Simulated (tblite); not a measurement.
**Run report: C5H15N2PSi, geometry relaxation (part 2 of 4)**

Continued. System: C5H15N2PSi. Method: GFN2-xTB geometry optimisation, gas phase (tblite 0.8.0). It belongs to a series of runs on one base structure; here: phosphine turned into its imine (P=NH).

Geometry of the input (Å):
```
C  1.2924  -2.1891  -0.0605
C  1.3471  -0.7258  -0.4294
C  1.3814  0.3183  0.6506
Si 2.3929  1.8627  0.4665
P  -0.0949  0.3186  -0.4176
N  -0.1991  1.3656  -1.5914
N  -1.5436  -0.1195  0.4165
C  -2.0878  -1.3786  0.0195
C  -2.4789  0.9813  0.2053
H  0.8684  -2.3679  0.9554
H  0.7789  -2.8023  -0.8393
H  2.3396  -2.5680  -0.0246
H  2.0427  -0.5308  -1.2690
H  1.2982  -0.0799  1.6699
H  1.8342  2.8648  1.4156
H  2.2980  2.4289  -0.8536
H  3.7777  1.5831  0.8850
H  -0.2602  2.3760  -1.4563
H  -1.3633  -2.2187  0.0948
H  -2.5595  -1.3528  -0.9978
H  -2.9314  -1.6503  0.7292
H  -2.7055  1.0713  -0.8727
H  -2.0207  1.9609  0.5322
H  -3.4186  0.8720  0.7793
```

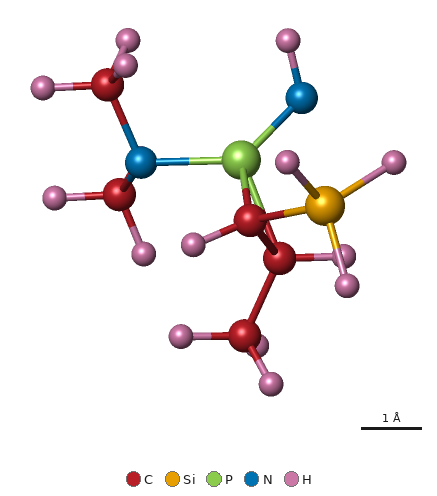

**Figure 1.** The geometry at step 40 of the log (ball-and-stick view, seen at a tilt).

Trajectory as extended XYZ, continued:
```
24
Properties=species:S:1:pos:R:3:forces:R:3 step=20 energy=-772.79218
C     1.3161   -2.1699   -0.0277    0.0030   0.0580   0.0370
C     1.2885   -0.7238   -0.4511   -0.0720   0.1060  -0.1330
C     1.2890    0.3953    0.6418    0.0050   0.0380   0.0250
Si    2.5037    1.8292    0.5442   -0.0230  -0.0330  -0.0440
P    -0.0826    0.4445   -0.5593   -0.1250   0.0040   0.0590
N    -0.0980    1.3842   -1.8112   -0.1060  -0.1310   0.0680
N    -1.5030   -0.0878    0.2940    0.1490  -0.0480   0.0290
C    -2.0785   -1.3842   -0.0277   -0.0280   0.0260  -0.0180
C    -2.5001    0.9733    0.2853    0.1060  -0.0840  -0.0180
H     0.7914   -2.3231    0.9086   -0.1090   0.0220   0.1220
H     0.8794   -2.8194   -0.7829    0.0030  -0.0100  -0.0830
H     2.3504   -2.4736    0.1189    0.0910  -0.0340   0.0210
H     1.9715   -0.5267   -1.2734    0.0630   0.0670  -0.0170
H     1.0131    0.0097    1.6171    0.0830   0.0310   0.0230
H     1.9953    2.8394    1.4706   -0.0150   0.0840   0.0640
H     2.5164    2.3496   -0.8200    0.0220   0.0010   0.0050
H     3.8714    1.4752    0.9259   -0.0210  -0.1490   0.0200
H    -0.5544    2.2749   -1.6451    0.0130  -0.0930  -0.0510
H    -1.3314   -2.1707    0.0515    0.0540   0.1300   0.0140
H    -2.5142   -1.4294   -1.0310   -0.0600   0.0500  -0.0680
H    -2.8668   -1.5871    0.7016   -0.0010  -0.0160  -0.0210
H    -2.8693    1.1705   -0.7299   -0.0890   0.0750   0.0420
H    -2.0600    1.8907    0.6890    0.0150  -0.1170  -0.0570
H    -3.3397    0.6788    0.9184    0.0420   0.0240  -0.0210
24
Properties=species:S:1:pos:R:3:forces:R:3 step=24 energy=-772.82170
C     1.3149   -2.1486   -0.0135   -0.0040   0.0590  -0.0440
C     1.2830   -0.7024   -0.4647    0.0510  -0.0290   0.0960
C     1.2679    0.4276    0.6301    0.0370  -0.0870  -0.0560
Si    2.5265    1.8245    0.5456   -0.0440  -0.0170   0.0860
P    -0.0982    0.4530   -0.5741    0.0720  -0.0070  -0.0070
N    -0.1288    1.3619   -1.8428    0.0340  -0.1970  -0.1120
N    -1.4995   -0.0899    0.2824   -0.1270  -0.0480   0.0130
C    -2.0766   -1.3789   -0.0455    0.0180  -0.0680  -0.0610
C    -2.4991    0.9610    0.3076   -0.0520   0.0470   0.0320
H     0.7489   -2.2888    0.9111    0.1320   0.0040  -0.1390
H     0.9179   -2.8177   -0.7825   -0.0090   0.1200   0.0820
H     2.3554   -2.4432    0.1547   -0.1390   0.0600   0.1190
H     2.0049   -0.5132   -1.2587   -0.1210   0.0640  -0.0170
H     0.9928    0.0339    1.6021    0.0680   0.0560   0.0460
H     2.0461    2.8414    1.4940    0.0540  -0.0070  -0.0750
H     2.5645    2.3418   -0.8232    0.0430  -0.0090   0.0950
H     3.8645    1.3782    0.9634   -0.1210  -0.0500  -0.0620
H    -0.6230    2.2345   -1.7395   -0.0870   0.0720   0.0310
H    -1.3046   -2.1354    0.0361    0.0140  -0.1050  -0.0630
H    -2.5165   -1.4240   -1.0485    0.0020   0.0420  -0.0390
H    -2.8630   -1.6045    0.6800    0.0400   0.0350   0.0070
H    -2.9219    1.1935   -0.6812    0.0950  -0.0190   0.0050
H    -2.0442    1.8600    0.7220    0.0130   0.0920  -0.0170
H    -3.3238    0.6551    0.9527    0.0280  -0.0080   0.0790
24
Properties=species:S:1:pos:R:3:forces:R:3 step=28 energy=-772.85148
C     1.3151   -2.1078   -0.0020    0.0210  -0.0490   0.0560
C     1.2792   -0.6763   -0.4666   -0.0300   0.0350  -0.0290
C     1.2468    0.4540    0.6099   -0.0880   0.1460   0.0590
Si    2.5495    1.8013    0.5677    0.0550   0.0170  -0.0270
P    -0.1119    0.4635   -0.6103   -0.0440  -0.0040  -0.0190
N    -0.1590    1.3269   -1.9137   -0.0040  -0.1000   0.0310
N    -1.5060   -0.0926    0.2554    0.1170   0.0620  -0.0350
C    -2.0660   -1.3861   -0.0846    0.0170   0.0860   0.0270
C    -2.5068    0.9532    0.3503    0.0500   0.0130   0.0430
H     0.7203   -2.2506    0.8937   -0.1070   0.0190   0.1070
H     0.9636   -2.7928   -0.7693   -0.0350  -0.0170  -0.1050
H     2.3383   -2.3853    0.2409    0.1330   0.0160   0.0210
H     2.0053   -0.4800   -1.2523   -0.0580   0.0310  -0.0760
H     0.9534    0.0884    1.5865    0.0040  -0.0360   0.0490
H     2.1313    2.8427    1.5094    0.0000   0.0260  -0.0100
H     2.6526    2.3215   -0.7932    0.0220   0.0250   0.0240
H     3.8411    1.2514    0.9934   -0.0210  -0.0310  -0.0180
H    -0.7300    2.1609   -1.8614    0.0220  -0.0460   0.0350
H    -1.2726   -2.1246   -0.0021   -0.1450  -0.0710  -0.1470
H    -2.5158   -1.4190   -1.0851    0.0430  -0.0400   0.0270
H    -2.8396   -1.6095    0.6548    0.0050  -0.0830  -0.0520
H    -2.9712    1.2238   -0.6091    0.0590  -0.0850  -0.0110
H    -2.0364    1.8437    0.7702    0.0040   0.0330   0.0030
H    -3.2931    0.6132    1.0254   -0.0230   0.0560   0.0450
24
Properties=species:S:1:pos:R:3:forces:R:3 step=32 energy=-772.87244
C     1.3193   -2.0802    0.0159   -0.0280   0.0550   0.0160
C     1.2745   -0.6495   -0.4650   -0.0030  -0.0080   0.0620
C     1.2188    0.4971    0.6054    0.0130  -0.0320  -0.0230
Si    2.5704    1.7917    0.5807   -0.0120   0.0420  -0.0140
P    -0.1273    0.4662   -0.6274    0.0080  -0.0270   0.0290
N    -0.1994    1.2717   -1.9634    0.0500  -0.0170  -0.0260
N    -1.5005   -0.0919    0.2449   -0.0230  -0.1130   0.1410
C    -2.0597   -1.3800   -0.1125   -0.0360  -0.0590  -0.0410
C    -2.5008    0.9492    0.3885    0.0350  -0.0180  -0.0050
H     0.6837   -2.2140    0.8901    0.0060  -0.0110  -0.0220
H     0.9946   -2.7651   -0.7706    0.0880   0.0240   0.0840
H     2.3400   -2.3388    0.3068   -0.0500   0.0160  -0.0660
H     1.9916   -0.4447   -1.2599   -0.0570  -0.0290   0.0250
H     0.9471    0.1215    1.5872   -0.0910   0.0150  -0.0440
H     2.1934    2.8534    1.5157    0.0180   0.0180   0.0140
H     2.7184    2.3184   -0.7687    0.0310   0.0470  -0.0650
H     3.8057    1.1373    1.0108    0.0820   0.0030   0.0190
H    -0.7927    2.0893   -1.9408   -0.0070   0.0310   0.0160
H    -1.2761   -2.1303   -0.0681    0.0010  -0.0260  -0.0500
H    -2.5109   -1.4112   -1.1101   -0.0540   0.0800  -0.0450
H    -2.8246   -1.6361    0.6235   -0.0280  -0.0070  -0.0050
H    -2.9879    1.2221   -0.5580    0.0000  -0.0450  -0.0070
H    -2.0200    1.8394    0.7981    0.0120   0.0080   0.0110
H    -3.2694    0.6044    1.0843    0.0430   0.0510  -0.0020
24
Properties=species:S:1:pos:R:3:forces:R:3 step=36 energy=-772.88606
C     1.3177   -2.0651    0.0287    0.0290  -0.0470  -0.0040
C     1.2715   -0.6407   -0.4518   -0.0310  -0.0200  -0.0470
C     1.2150    0.5103    0.6062    0.0250   0.0210   0.0020
Si    2.5758    1.7993    0.5768    0.0530  -0.0040  -0.0040
P    -0.1365    0.4562   -0.6196   -0.0100   0.0370   0.0210
N    -0.2086    1.2427   -1.9690   -0.0340  -0.0230   0.0590
N    -1.4960   -0.1153    0.2794   -0.0060   0.0140  -0.0780
C    -2.0690   -1.3879   -0.1264   -0.0180   0.0220   0.0000
C    -2.4847    0.9443    0.3996   -0.0280  -0.0460   0.0290
H     0.6729   -2.2079    0.8930    0.0290  -0.0110   0.0220
H     1.0151   -2.7499   -0.7611   -0.0420  -0.0510  -0.0310
H     2.3377   -2.3235    0.3090    0.0520   0.0160   0.0870
H     1.9667   -0.4385   -1.2633    0.0490  -0.0180   0.0050
H     0.9369    0.1304    1.5844   -0.0590   0.0560  -0.0100
H     2.2086    2.8657    1.5154    0.0370  -0.0280  -0.0230
H     2.7373    2.3358   -0.7738    0.0110  -0.0140   0.0440
H     3.8027    1.1129    1.0115   -0.0360   0.0970  -0.0330
H    -0.7900    2.0699   -1.9432   -0.0030   0.0260  -0.0160
H    -1.2931   -2.1494   -0.1150   -0.0070   0.0280  -0.0190
H    -2.5232   -1.3824   -1.1252   -0.0400   0.1190   0.0290
H    -2.8305   -1.6567    0.6082   -0.0510  -0.0350  -0.0360
H    -2.9729    1.1950   -0.5532    0.0470  -0.0220   0.0020
H    -2.0078    1.8449    0.7962    0.0710  -0.0790  -0.0600
H    -3.2573    0.6297    1.1008   -0.0380  -0.0370   0.0620
24
Properties=species:S:1:pos:R:3:forces:R:3 step=40 energy=-772.90238
C     1.3238   -2.0422    0.0506    0.0060   0.0200   0.0090
C     1.2587   -0.6242   -0.4486    0.0530   0.0270   0.0270
C     1.2026    0.5481    0.5935   -0.0500  -0.0310  -0.0030
Si    2.6075    1.7964    0.5803   -0.1340  -0.0630  -0.0240
P    -0.1552    0.4613   -0.6224   -0.0110  -0.0410  -0.0400
N    -0.2492    1.1952   -1.9978   -0.0490   0.0140  -0.0260
N    -1.4968   -0.1417    0.2901    0.0520   0.0310   0.0360
C    -2.0818   -1.3918   -0.1633   -0.0070   0.0710  -0.0090
C    -2.4771    0.9193    0.4420    0.0280   0.0210   0.0020
H     0.6514   -2.1840    0.8933    0.0120  -0.0410   0.0300
H     1.0583   -2.7375   -0.7451    0.0090  -0.0480   0.0340
H     2.3393   -2.2697    0.3758    0.0000  -0.0070   0.0270
H     1.9573   -0.4244   -1.2588    0.0180  -0.0160   0.0030
H     0.8806    0.1861    1.5665    0.0610   0.0530   0.0010
H     2.2840    2.8708    1.5197    0.0040   0.0110   0.0240
H     2.8097    2.3422   -0.7587    0.0010  -0.0190  -0.0070
H     3.7863    1.0494    1.0226    0.0890   0.0440   0.0010
H    -0.8416    2.0140   -2.0173    0.0010   0.0260   0.0160
H    -1.3019   -2.1512   -0.1975   -0.1050   0.0360  -0.0770
H    -2.5511   -1.3102   -1.1520   -0.0070  -0.0270   0.0150
H    -2.8416   -1.6958    0.5628    0.0370   0.0070  -0.0580
H    -2.9744    1.1706   -0.5055   -0.0630  -0.0210   0.0310
H    -1.9658    1.8142    0.8053    0.0130  -0.0160   0.0240
H    -3.2347    0.6251    1.1720    0.0420  -0.0330  -0.0380
24
Properties=species:S:1:pos:R:3:forces:R:3 step=44 energy=-772.91203
C     1.3282   -2.0374    0.0652    0.0040  -0.0240   0.0360
C     1.2575   -0.6218   -0.4417   -0.0350  -0.0480  -0.0160
C     1.1891    0.5588    0.5870    0.0230   0.0230  -0.0130
Si    2.6044    1.7891    0.5794    0.1060   0.0540   0.0170
P    -0.1619    0.4544   -0.6327    0.0110  -0.0220  -0.0430
N    -0.2703    1.1803   -2.0111   -0.0310  -0.0240  -0.0300
N    -1.4881   -0.1512    0.3000   -0.0300  -0.0280  -0.0660
C    -2.0909   -1.3796   -0.1830   -0.0240  -0.0440  -0.0480
C    -2.4662    0.9090    0.4586    0.0110   0.0090   0.0090
H     0.6506   -2.1889    0.9028   -0.0070   0.0110   0.0090
H     1.0783   -2.7452   -0.7264    0.0340   0.0100   0.0440
H     2.3420   -2.2499    0.4066    0.0030  -0.0170   0.0010
H     1.9493   -0.4255   -1.2590    0.0500  -0.0100   0.0460
H     0.8547    0.2209    1.5623    0.0560  -0.0300   0.0400
H     2.3122    2.8722    1.5230   -0.0340  -0.0310  -0.0080
H     2.8389    2.3399   -0.7531   -0.0500  -0.0260  -0.0160
H     3.8036    1.0588    1.0175   -0.0500   0.0350  -0.0180
H    -0.8568    2.0029   -2.0302   -0.0100   0.0330   0.0220
H    -1.3300   -2.1507   -0.2545    0.0560  -0.0210  -0.0530
H    -2.5713   -1.2728   -1.1618   -0.0290   0.0520  -0.0540
H    -2.8450   -1.7062    0.5347   -0.0300   0.0340   0.0480
H    -2.9814    1.1498   -0.4825   -0.0140   0.0190   0.0300
H    -1.9437    1.7996    0.8111   -0.0330   0.0610   0.0370
H    -3.2148    0.6132    1.1954    0.0240  -0.0150   0.0250
24
Properties=species:S:1:pos:R:3:forces:R:3 step=48 energy=-772.92269
C     1.3352   -2.0282    0.0930   -0.0140   0.0320   0.0050
C     1.2553   -0.6206   -0.4379    0.0570   0.0450   0.0410
C     1.1778    0.5799    0.5731    0.0350  -0.0230   0.0030
Si    2.6195    1.7886    0.5804   -0.0810  -0.0080  -0.0570
P    -0.1709    0.4434   -0.6574    0.0260   0.0530   0.0640
N    -0.3212    1.1485   -2.0435    0.0570  -0.0650   0.0020
N    -1.4864   -0.1657    0.2886    0.0390   0.0200  -0.0530
C    -2.1078   -1.3742   -0.2232    0.0170   0.0240  -0.0300
C    -2.4528    0.8991    0.4864   -0.0210  -0.0260   0.0250
H     0.6399   -2.1809    0.9138   -0.0350   0.0270   0.0450
H     1.1176   -2.7501   -0.6916   -0.0120  -0.0400  -0.0380
H     2.3430   -2.2244    0.4567    0.0400   0.0140   0.0390
H     1.9676   -0.4261   -1.2388   -0.0040  -0.0460   0.0120
H     0.8562    0.2599    1.5625   -0.0060  -0.0300  -0.0910
H     2.3457    2.8664    1.5301   -0.0530   0.0200   0.0160
H     2.8650    2.3277   -0.7516   -0.0360   0.0210  -0.0660
H     3.8022    1.0456    1.0178    0.0450  -0.0440   0.0240
H    -0.8906    1.9836   -2.0623    0.0030  -0.0060   0.0560
H    -1.3449   -2.1418   -0.3413   -0.0520   0.0140  -0.0290
H    -2.6024   -1.2174   -1.1905   -0.0340  -0.0230   0.0150
H    -2.8510   -1.7144    0.5040    0.0430   0.0070  -0.0640
H    -3.0052    1.1398   -0.4330    0.0370   0.0700  -0.0040
H    -1.9238    1.7906    0.8341   -0.0580  -0.0360  -0.0110
H    -3.1798    0.5905    1.2381    0.0070   0.0010   0.0950
24
Properties=species:S:1:pos:R:3:forces:R:3 step=52 energy=-772.93313
C     1.3406   -2.0284    0.1190    0.0150  -0.0120   0.0050
C     1.2624   -0.6238   -0.4242   -0.0090  -0.0570  -0.0560
C     1.1843    0.5860    0.5664    0.0190  -0.0340   0.0130
Si    2.6184    1.7980    0.5663    0.0530   0.0240   0.0030
P    -0.1656    0.4395   -0.6585    0.0220  -0.0750   0.0070
N    -0.3466    1.1183   -2.0536    0.0390   0.0940   0.0070
N    -1.4794   -0.1776    0.2776   -0.0350   0.0190   0.0730
C    -2.1232   -1.3623   -0.2611    0.0030   0.0310  -0.0150
C    -2.4427    0.8857    0.5057   -0.0060   0.0190   0.0050
H     0.6355   -2.1780    0.9352    0.0300   0.0280  -0.0230
H     1.1390   -2.7630   -0.6633   -0.0210   0.0640   0.0440
H     2.3513   -2.2128    0.4892   -0.0600   0.0120   0.0530
H     1.9779   -0.4460   -1.2234    0.0310  -0.0120  -0.0510
H     0.8620    0.2719    1.5529   -0.0490  -0.0350   0.0520
H     2.3373    2.8646    1.5314   -0.0390   0.0030  -0.0500
H     2.8550    2.3275   -0.7731   -0.0410   0.0280  -0.0180
H     3.8136    1.0663    1.0083   -0.0430  -0.0040  -0.0200
H    -0.8845    1.9777   -2.0381    0.0470  -0.0620  -0.0220
H    -1.3792   -2.1378   -0.4246    0.0290   0.0010  -0.0270
H    -2.6426   -1.1677   -1.2070   -0.0160  -0.0020  -0.0340
H    -2.8543   -1.7163    0.4695    0.0120  -0.0160  -0.0120
H    -3.0024    1.1361   -0.4068   -0.0480   0.0120   0.0410
H    -1.9182    1.7820    0.8404    0.0580  -0.0030   0.0480
H    -3.1501    0.5800    1.2795    0.0100  -0.0230  -0.0220
24
Properties=species:S:1:pos:R:3:forces:R:3 step=56 energy=-772.94318
C     1.3470   -2.0215    0.1476   -0.0260   0.0390   0.0180
C     1.2731   -0.6322   -0.4267    0.0270   0.0710   0.0400
C     1.1906    0.5857    0.5583   -0.0450   0.0140  -0.0070
Si    2.6277    1.8028    0.5533   -0.1140  -0.0650  -0.0260
P    -0.1582    0.4261   -0.6708   -0.0280   0.0460   0.0270
N    -0.3516    1.0999   -2.0677    0.1360  -0.0260   0.0170
N    -1.4806   -0.1814    0.2667    0.0410  -0.0250  -0.0990
C    -2.1333   -1.3440   -0.3080   -0.0360  -0.0580   0.0340
C    -2.4374    0.8785    0.5361    0.0680   0.0010   0.0300
H     0.6279   -2.1575    0.9501   -0.0830   0.0210   0.0230
H     1.1619   -2.7632   -0.6256    0.0040  -0.0860  -0.0140
H     2.3434   -2.1883    0.5545    0.0470  -0.0310   0.0110
H     2.0036   -0.4669   -1.2184   -0.0630  -0.0050  -0.0070
H     0.8475    0.2818    1.5453    0.0510  -0.0180  -0.0520
H     2.3319    2.8620    1.5222   -0.0110   0.0180  -0.0590
H     2.8465    2.3285   -0.7943   -0.0190   0.0070   0.0610
H     3.8118    1.0596    1.0031   -0.0110   0.0200  -0.0370
H    -0.8958    1.9520   -2.0491   -0.0090   0.0250  -0.0200
H    -1.3964   -2.1191   -0.5123    0.0290   0.0630  -0.0250
H    -2.6808   -1.1258   -1.2344    0.0580   0.0520  -0.0040
H    -2.8469   -1.7224    0.4262   -0.0360  -0.0550   0.0160
H    -3.0295    1.1502   -0.3507    0.0120  -0.0270   0.0630
H    -1.8993    1.7652    0.8752    0.0310   0.0030   0.0390
H    -3.1149    0.5498    1.3271   -0.0220   0.0150  -0.0280
```
